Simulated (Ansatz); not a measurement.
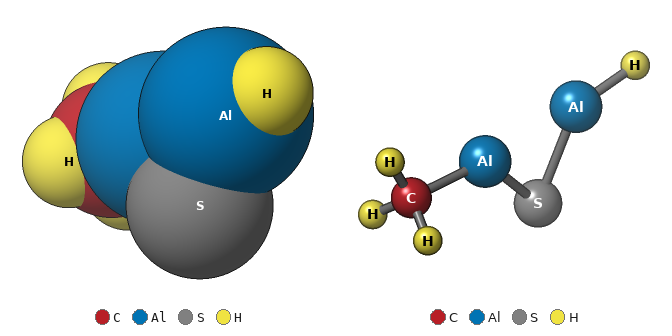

(Drawn from a calculation with Ansatz.)

Both panels show the same species.

What is the molecular formula?

CH4Al2S, 8 atoms: 1 carbon, 4 hydrogen, 2 aluminium and 1 sulfur.

Count the bonded pairs by element.

3 C–H, 2 Al–S, 1 C–Al, 1 Al–H. Sticks follow a distance rule.
